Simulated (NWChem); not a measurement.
**ZrH4 (SMILES [H][Zr]([H])([H])[H]), run twice**

Wanted: NMR shieldings of ZrH4, B97-3/def2-SVPD (core potential).

The calculation is run with NWChem 7.3.0.

2 further runs of the same task are left out: 1 that didn't finish, 1 set aside as unsound or not needed.

## Step 1: The system as given

ZrH4: 5 atoms, total charge 0, spin state singlet. As SMILES, `[H][Zr]([H])([H])[H]`. The shape comes from GFN2-xTB, which is rough for such elements, and wasn't checked as a minimum.

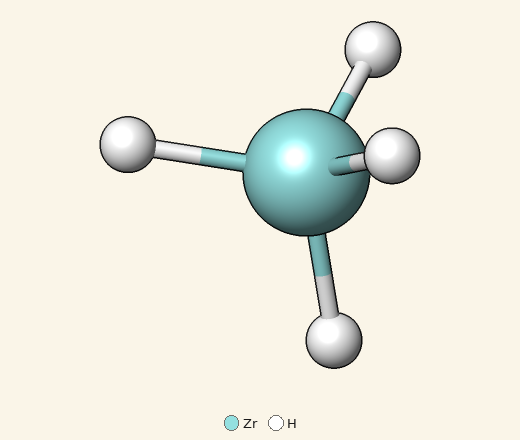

Viewed from a chosen angle; zirconium light teal, hydrogen white.

## Step 2: Try one

The input, h4zr.nw:

```
echo
start h4zr
title "ZrH4"
memory 2200 mb

geometry units angstroms noautosym nocenter noautoz
  Zr       0.000680       0.003910       0.000810
  H        0.010660      -0.019090       1.918700
  H        1.804530       0.009360      -0.650970
  H       -0.916040       1.568130      -0.622590
  H       -0.899830      -1.562310      -0.645950
end

basis spherical
  Zr library def2-SVPD
  H library def2-SVPD
end

ecp
  Zr library def2-ecp
end

dft
  xc becke97-3
  grid fine
  iterations 2
  mulliken
  noprint "final vectors analysis"
end

property
  shielding
end

task dft property
```

The run is started by

```
nwchem h4zr.nw > h4zr.out
```

Output:

```text
============================== echo of input deck ==============================
echo
start h4zr
title "ZrH4"
memory 2200 mb

geometry units angstroms noautosym nocenter noautoz
  Zr       0.000680       0.003910       0.000810
  H        0.010660      -0.019090       1.918700
  H        1.804530       0.009360      -0.650970
  H       -0.916040       1.568130      -0.622590
  H       -0.899830      -1.562310      -0.645950
end

basis spherical
  Zr library def2-SVPD
  H library def2-SVPD
end

ecp
  Zr library def2-ecp
end

dft
  xc becke97-3
  grid fine
  iterations 2
  mulliken
  noprint "final vectors analysis"
end

property
  shielding
end

task dft property
================================================================================

             Northwest Computational Chemistry Package (NWChem) 7.3.0
             --------------------------------------------------------

           Job information
           ---------------

    nwchem branch   = 7.3.0
    use scalapack   = T
    input           = h4zr.nw
    prefix          = h4zr.
    data base       = ./h4zr.db
    status          = startup
    nproc           =        1

           Memory information
           ------------------

[... 5 lines left out ...]
    hardfail = no
[... 102 lines left out ...]
  convergence criterion.
[... 31 lines left out ...]
          Convergence on energy requested:  1.00D-07
[... 1 line left out ...]
          Convergence on gradient requested:  5.00D-04
[... 21 lines left out ...]
          Convergence Information
[... 2 lines left out ...]
          total energy or number of iterations.
[... 27 lines left out ...]
 1-e energy   =    -107.765245
[... 27 lines left out ...]
   convergence    iter        energy       DeltaE   RMS-Dens  Diis-err    time
[... 4 lines left out ...]
      Calculation failed to converge
[... 2 lines left out ...]
         Total DFT energy =      -49.042041913318
[... 1 line left out ...]
           Coulomb energy =       56.451430726297
[... 1 line left out ...]
 Nuclear repulsion energy =       14.256566543319
[... 23 lines left out ...]
    1 Zr  12    11.37   0.00  0.94  0.90  0.37  0.26  5.28  0.81  0.15  0.41  1.53  0.67  0.04
    2 H    1     1.16   0.63  0.44  0.01  0.08
    3 H    1     1.16   0.63  0.44  0.01  0.08
    4 H    1     1.16   0.63  0.44  0.01  0.08
    5 H    1     1.16   0.63  0.44  0.01  0.08

 center of mass
 --------------
 x =   0.00121608 y =   0.00699246 z =   0.00144857

 moments of inertia (a.u.)
 ------------------
          35.307811379723           0.050221480503           0.009630451823
           0.050221480503          35.325389721303           0.035381203378
           0.009630451823           0.035381203378          35.290618973933

     Multipole analysis of the density
     ---------------------------------

     L   x y z        total         alpha         beta         nuclear
     -   - - -        -----         -----         ----         -------
     0   0 0 0     -0.000000     -8.000000     -8.000000     16.000000

     1   1 0 0      0.001789     -0.006173     -0.006173      0.014135
[... 8 lines of this table left out ...]
     2   0 0 2    -22.435985    -19.985043    -19.985043     17.534102

 ------------------------------------------------------------------------
 hnd_property: energy failure                 555
 ------------------------------------------------------------------------
 ------------------------------------------------------------------------
  current input line :
    35: task dft property
 ------------------------------------------------------------------------
 ------------------------------------------------------------------------
 This type of error is most commonly associated with calculations not reaching convergence criteria
 ------------------------------------------------------------------------

0:hnd_property: energy failure:Received an Error in Communication
  Errorcode: 555
```

Run time: 2.4 s. Hardware: 1 thread of Intel Xeon Platinum 8488C (Sapphire Rapids), shared host; peak memory 0.12 GiB.

## Step 3: Diagnosis

The iterations ended before the threshold was met.

The log says `This type of error is most commonly associated with calculations not reaching convergence criteria`. The cause is that the iteration cap is too low for convergence. To mend it: iteration cap 200 in place of 2.

## Step 4: The mended input

The input, h4zr.nw:

```
echo
start h4zr
title "ZrH4"
memory stack 880 mb heap 220 mb global 1100 mb

geometry noautosym nocenter noautoz
Zr       0.000680       0.003910       0.000810
H        0.010660      -0.019090       1.918700
H        1.804530       0.009360      -0.650970
H       -0.916040       1.568130      -0.622590
H       -0.899830      -1.562310      -0.645950
end

basis spherical
* library def2-SVPD
end

ecp
Zr library def2-ecp
end

dft
xc becke97-3
grid fine
iterations 200
mulliken
noprint "final vectors analysis"
end

property
shielding
end

task dft property
```

The run is started by

```
nwchem h4zr.nw > h4zr.out
```

Output:

```text
[...]
          Wavefunction type:  closed shell.
          No. of atoms     :     5
          No. of electrons :    16
[...]
          Charge           :     0
          Spin multiplicity:     1
[...]
          AO basis - number of functions:    66
[...]
              XC Information
              --------------
                   Becke 97-3 Method XC Functional
                     Hartree-Fock (Exact) Exchange  0.269
                 Becke 1997-3  Exchange Functional  1.000
                Becke 1997-3 Correlation Potential  1.000
[...]
 d= 0,ls=0.0,diis     1    -49.2213554739 -6.35D+01  3.42D-02  4.88D-01     1.0
[...]
 d= 0,ls=0.0,diis     7    -49.3470827664 -1.85D-08  1.70D-06  9.22D-09     5.9
         Total DFT energy =      -49.347082766378
      One electron energy =     -108.385018083750
           Coulomb energy =       52.012059589557
    Exchange-Corr. energy =       -7.230690815504
 Nuclear repulsion energy =       14.256566543319
[...]
      Total Density - Mulliken Population Analysis
     ---------------------------------------------
    Atom       Charge   Shell Charges
 -----------   ------   -------------------------------------------------------
    1 Zr  12    11.18  -0.49  1.68  0.83  0.71  0.04  5.88  0.34  0.07  0.17  1.66  0.27  0.03
    2 H    1     1.20   0.71  0.49  0.01 -0.00
    3 H    1     1.20   0.71  0.49  0.01 -0.00
    4 H    1     1.20   0.71  0.49  0.01 -0.00
    5 H    1     1.20   0.71  0.49  0.01 -0.00
[...]
           isotropic =    -325.9600
[...]
           isotropic =      21.1960
[...]
           isotropic =      21.1954
[...]
           isotropic =      21.1902
[...]
           isotropic =      21.2015
[...]
```

Wall time 23 s (1 thread of Intel Xeon Platinum 8488C (Sapphire Rapids), shared host); peak memory 0.12 GiB.

## Step 5: Results

Level: B97-3/def2-SVPD (core potential).

```
                 quantity         value
             total energy  -49.34708 Eh
            dipole moment        0.03 D
isotropic shielding of H2      21.2 ppm
```

In words: Mulliken charges run from -0.20 on H2 to +0.82 on Zr1; in a basis this large or diffuse they mean little.
